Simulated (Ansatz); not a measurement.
The parent structure is KH in the NiAs type structure (space group P6_3/mmc, No. 194; a = 3.855 Å, c = 6.826 Å; a hypothetical phase, not in the database extracts checked). Axes: x lies along a and z along c of the hexagonal cell.

One thing is altered: compressive biaxial strain of 4.74 % in the plane normal to [001], as in epitaxy on a mismatched substrate; the out-of-plane cell vector and the atoms relax.

Calculations: PBEsol (Ansatz, a program for electronic structure; PAW; 420 eV plane waves; no spin-orbit coupling).

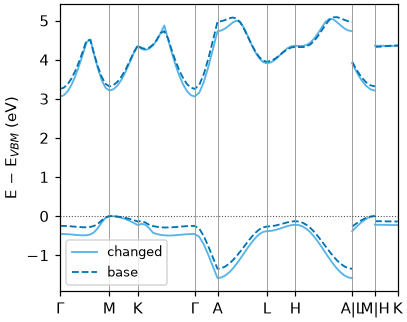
Highest valence and lowest conduction band along the path, each from its own valence-band maximum

Read the changed gap and its character from the plot.

About 3.1 eV, indirect, M → Γ.

No phonon test of stability was made.
